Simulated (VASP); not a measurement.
Band structure of CaF2 (fluorite). Method: PBE GGA with D4 dispersion, VASP's PBE PAW potentials (set 64) (plane waves; VASP 6.6.1).

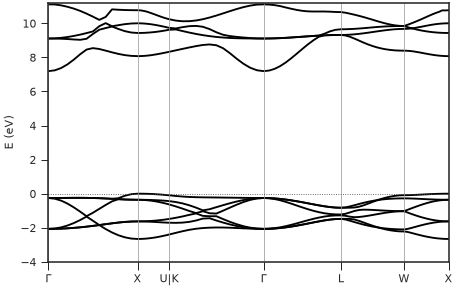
*Bands along high-symmetry lines, zero at the valence-band maximum or, without a gap, the Fermi level*

### Question
Read the plot: is there a gap, and where are the band edges?

### Answer
The gap is indirect, 7.19 eV, from the valence maximum at X to the conduction minimum at Γ. (Edges off the drawn lines would not show.)

Measured: gap 11.80 eV (computed value off by -4.61 eV), as given by E. Cadelano et al., The European Physical Journal B (2011), arXiv:1107.5962.

The compound is CaF2 in the fluorite structure. It was relaxed first.
